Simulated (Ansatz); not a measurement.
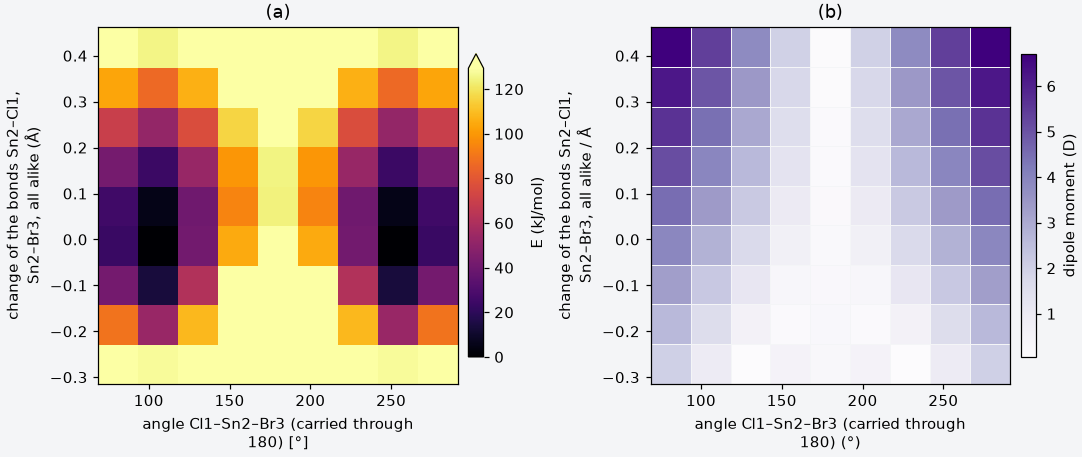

BrClSn, SMILES [Cl][Sn][Br]. First axis: angle Cl1–Sn2–Br3 (carried through 180). Second axis: change of the bonds Sn2–Cl1, Sn2–Br3, all alike. Nothing is relaxed (all other coordinates rigid). The scan uses a 9 × 9 grid; 45 points were computed and 36 follow by symmetry. Points are written as (first, second). Energies: kJ/mol, counted from the lowest grid point. All numbers below come from RKS PBE0-D4/def2-SVP (Ansatz 0.2.0).

Panel (a) is the energy; panel (b) is the computed dipole moment, in D.

The picture shows one coloured cell a grid point, one colour for all values above the top of the scale.

### How does the dipole moment vary over the map, and what is it at the lowest grid point?

Leaving out the highest fifth of the energies, it runs from 0.2 D at (180.0°, 0.246 Å) to 6.7 D at (81.2°, 0.419 Å). At the lowest grid point, (105.9°, −0.012 Å), it is 2.8 D.

```
second ↓, first →  81.2  105.9  130.6  155.3  180.0  204.7  229.4  254.1  278.8
            0.419   6.7    5.4    3.8    2.0    0.1    2.0    3.8    5.4    6.7
            0.332   6.2    4.9    3.4    1.8    0.1    1.8    3.4    4.9    6.2
            0.246   5.7    4.5    3.1    1.6    0.2    1.6    3.1    4.5    5.7
            0.160   5.1    3.9    2.6    1.3    0.2    1.3    2.6    3.9    5.1
            0.074   4.5    3.4    2.2    1.0    0.2    1.0    2.2    3.4    4.5
           −0.012   3.9    2.8    1.7    0.7    0.3    0.7    1.7    2.8    3.9
           −0.098   3.3    2.2    1.2    0.4    0.3    0.4    1.2    2.2    3.3
           −0.185   2.6    1.6    0.6    0.2    0.3    0.2    0.6    1.6    2.6
           −0.271   2.0    1.0    0.1    0.6    0.3    0.6    0.1    1.0    2.0
```
